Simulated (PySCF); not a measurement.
Ge(H)(OMe)2(OEt), SMILES [O]([GeH]([O]C)[O]CC)C (C₄H₁₂GeO₃) at its GFN2-xTB optimised geometry (Å):

```
20

Ge    -0.7178     0.2291     0.0000
O      1.0204     0.2291     0.0000
C      1.8892    -0.8786    -0.1572
O     -1.2319    -0.6752    -1.3938
C     -2.4981    -1.2766    -1.6092
O     -1.4875    -0.6233     1.3385
C     -1.4525    -0.3102     2.7171
C     -0.0857    -0.5521     3.3392
H     -0.9903     1.7048     0.0000
H      2.8980    -0.4748    -0.2569
H      1.8482    -1.5381     0.7133
H      1.6390    -1.4540    -1.0497
H     -2.8980    -1.7048    -0.6903
H     -3.2065    -0.5457    -2.0034
H     -2.3501    -2.0681    -2.3451
H     -2.2012    -0.9624     3.1816
H     -1.7516     0.7315     2.8782
H      0.6503     0.0990     2.8709
H      0.2144    -1.5862     3.1875
H     -0.1211    -0.3437     4.4054
```

Level of theory: PBE0/def2-SVP (PySCF).

Map of the Laplacian of the electron density (e/bohr⁵), clipped to [-1.50, 1.50] on the plane z = 0.6 Å:

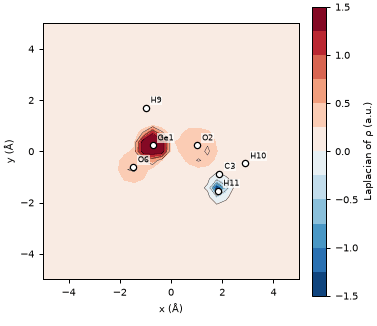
Figure: Laplacian of the electron density (e/bohr⁵), clipped to [-1.50, 1.50] on the plane z = 0.6 Å.
